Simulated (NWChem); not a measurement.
# BH3Br− (SMILES [BH3-]Br): M06-2X-D3(0)/x2c-TZVPall (DKH3)

Aim: the energy change on altering one bond length of BH3Br− at M06-2X-D3(0)/x2c-TZVPall (DKH3), from 2 runs. 

The calculation is run with NWChem 7.3.0.

3 further runs of the same task are left out: 3 set aside as unsound or not needed.

### Step 1. The structure to begin with

BH3Br−: 5 atoms, total charge -1, spin state singlet. As SMILES, `[BH3-]Br`. Geometry: relaxed at GFN2-xTB.

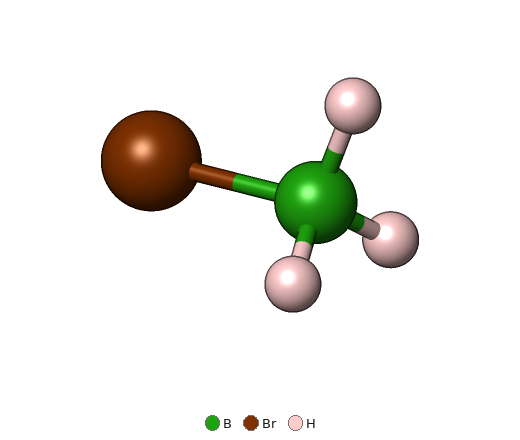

Viewed from a chosen angle; boron green, bromine brown, hydrogen pink.

### Step 2. Energy and one-electron properties at M06-2X-D3(0)/x2c-TZVPall (DKH3)

Input file mymol.nw:

```
START mymol
TITLE "BBrH3 M06-2X"
memory 2200 mb
charge -1

GEOMETRY units angstroms noautosym nocenter
   zmatrix
     B
     Br 1 r2
     H 1 r3 2 a3
     H 1 r4 3 a4 2 d4
     H 1 r5 3 a5 4 d5
   variables
     r2 2.0263
     r3 1.211303
     a3 107.56148
     r4 1.21133
     a4 111.32226
     d4 117.58168
     r5 1.211325
     a5 111.30144
     d5 124.8385
   end
END

BASIS spherical bse
   B library x2c-TZVPall
   Br library x2c-TZVPall
   H library x2c-TZVPall
END

RELATIVISTIC
   douglas-kroll dk3
END

DFT
   xc m06-2x
   disp vdw 3
   grid coarse
   direct
   iterations 100
   mulliken
   noprint "final vectors analysis"
END

PROPERTY
   octupole
   dipole
   moldenfile
   molden_norm janpa
END

TASK dft property
```

On the command line:

```bash
$ nwchem mymol.nw > mymol.out
```

Output:

```text
[...]
          Wavefunction type:  closed shell.
          No. of atoms     :     5
          No. of electrons :    44
[...]
          Charge           :    -1
          Spin multiplicity:     1
[...]
          AO basis - number of functions:    97
[...]
              XC Information
              --------------
                       M06-2X Method XC Functional
                     Hartree-Fock (Exact) Exchange  0.540
                        M06-2X Exchange Functional  1.000
                      M06-2X Correlation Potential  1.000
[...]
 d= 0,ls=0.0,diis     1  -2632.5552961930 -2.71D+03  2.34D-02  1.22D+01     7.3
[...]
 d= 0,ls=0.0,diis     8  -2633.0176408318 -5.39D-08  4.39D-06  6.17D-07    30.9
         Total DFT energy =    -2633.017640831794
      One electron energy =    -3816.001745511042
           Coulomb energy =     1207.502416668605
    Exchange-Corr. energy =      -98.487610645545
 Nuclear repulsion energy =       73.969299973003
    Dispersion correction =       -0.000001316815
[...]
      Total Density - Mulliken Population Analysis
     ---------------------------------------------
    Atom       Charge   Shell Charges
 -----------   ------   -------------------------------------------------------
    1 B    5     5.23   0.92  1.06  0.48  0.44  0.06  1.03  0.91  0.25  0.03  0.05  0.01
    2 Br  35    35.48   2.00  2.01  1.12  0.82  0.97  0.99  6.00  5.93  1.17  2.61  1.85  8.98  1.00  0.02  0.03  0.00
    3 H    1     1.09   0.27  0.51  0.31  0.01
    4 H    1     1.09   0.27  0.51  0.31  0.01
    5 H    1     1.09   0.27  0.51  0.31  0.01
[...]
   Dipole moment        3.7369851469 Debye(s)
             DMX        0.0001269776 DMXEFC        0.0000000000
             DMY        0.0000730582 DMYEFC        0.0000000000
             DMZ        3.7369851440 DMZEFC        0.0000000000
   -EFC- dipole         0.0000000000 DEBYE(S)
   Total dipole         3.7369851469 DEBYE(S)
[...]
```

Wall time 32 s (1 thread of Intel Xeon 6975P-C (Granite Rapids), shared host); peak memory 0.13 GiB.

Atomic charges (e):

| atom | Mulliken | Löwdin |
| --- | --- | --- |
| B1 | -0.230 | -1.110 |
| Br2 | -0.480 | +0.080 |
| H3 | -0.090 | +0.010 |
| H4 | -0.090 | +0.010 |
| H5 | -0.090 | +0.010 |

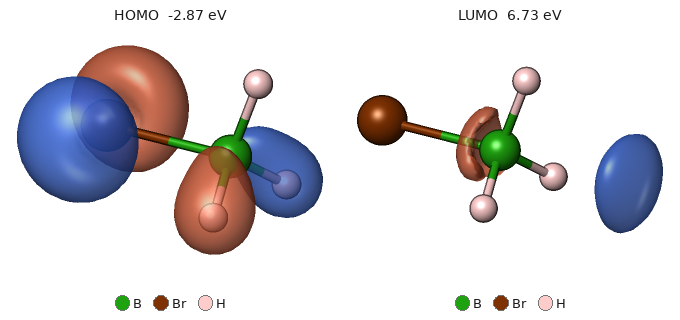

Frontier orbitals of this run, surfaces at ±0.2 Å^-3/2.

### Step 3. The distorted shape at the same level

Input file mol.nw:

```
start mol
memory stack 880 mb heap 220 mb global 1100 mb
charge -1

geometry noautosym nocenter noautoz
  B     0.334580    0.462360   -0.087940
  Br   -0.815140    0.977440   -1.674990
  H     1.463090    0.292480   -0.493970
  H    -0.352540   -1.066680    0.613040
  H     0.286170    1.373120    0.709230
end

basis spherical bse
  * library x2c-TZVPall
end

relativistic
  douglas-kroll dk3
end

dft
  xc m06-2x
  disp vdw 3
  grid coarse
  direct
  iterations 100
  mulliken
  print low
end

property
  octupole
  dipole
  moldenfile
  molden_norm janpa
end

task dft property
```

On the command line:

```bash
$ nwchem mol.nw > mol.out
```

Output:

```text
[...]
 d= 0,ls=0.0,diis     1  -2632.4717933385 -2.70D+03  2.42D-02  1.24D+01     7.3
[...]
 d= 0,ls=0.0,diis    10  -2632.9637689023 -5.75D-09  6.22D-07  1.29D-09    37.7
         Total DFT energy =    -2632.963768902296
      One electron energy =    -3811.537486155431
           Coulomb energy =     1204.813945836994
    Exchange-Corr. energy =      -98.367023445846
 Nuclear repulsion energy =       72.126798873444
    Dispersion correction =       -0.000004011457
[...]
      Total Density - Mulliken Population Analysis
     ---------------------------------------------
    Atom       Charge   Shell Charges
 -----------   ------   -------------------------------------------------------
    1 B    5     5.17   0.92  1.06  0.48  0.47  0.11  0.91  0.86  0.28  0.03  0.06  0.01
    2 Br  35    35.43   2.00  2.01  1.12  0.82  0.98  1.00  6.00  5.93  1.16  2.62  1.78  8.98  1.00  0.02  0.03  0.00
    3 H    1     1.06   0.27  0.51  0.28  0.01
    4 H    1     1.27   0.20  0.47  0.60  0.00
    5 H    1     1.06   0.27  0.51  0.28  0.01
[...]
   Dipole moment        5.1596285423 Debye(s)
             DMX       -1.6355842956 DMXEFC        0.0000000000
             DMY        2.7363441618 DMYEFC        0.0000000000
             DMZ       -4.0569756389 DMZEFC        0.0000000000
   -EFC- dipole         0.0000000000 DEBYE(S)
   Total dipole         5.1596285423 DEBYE(S)
[...]
```

Run time: 39 s. Hardware: 1 thread of Intel Xeon 6975P-C (Granite Rapids), shared host; peak memory 0.26 GiB.

Atomic charges (e):

| atom | Mulliken | Löwdin |
| --- | --- | --- |
| B1 | -0.170 | -1.030 |
| Br2 | -0.430 | +0.120 |
| H3 | -0.060 | +0.010 |
| H4 | -0.270 | -0.110 |
| H5 | -0.060 | +0.010 |

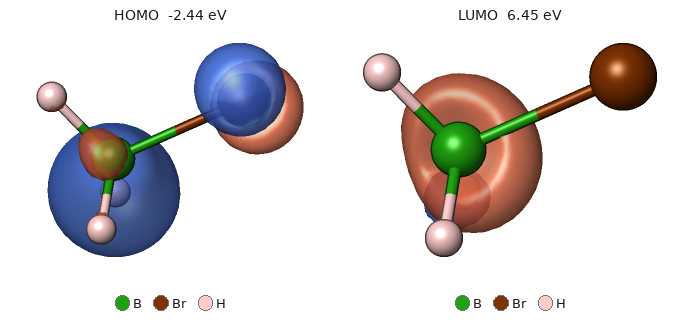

Frontier orbitals of this run, surfaces at ±0.2 Å^-3/2.

### Step 4. Summary of results

At M06-2X-D3(0)/x2c-TZVPall (DKH3):

| quantity | value |
| --- | --- |
| first shape: total energy | -2633.01764 Eh |
| first shape: dispersion energy | 0.00 kJ/mol |
| distorted shape: total energy | -2632.96377 Eh |
| distorted shape: dispersion energy | -0.01 kJ/mol |
| energy change with the B1–H4 bond stretched from 1.211 to 1.817 Å | 1.466 eV |

What this shows: With the B1–H4 bond stretched from 1.211 to 1.817 Å the energy rises by 1.47 eV (141 kJ/mol). The first shape isn't relaxed at this level, so the change isn't measured from a minimum. Mulliken charges (first shape) run from -0.48 on Br2 to -0.09 on H3. Mulliken charges (distorted shape) run from -0.43 on Br2 to -0.06 on H3.
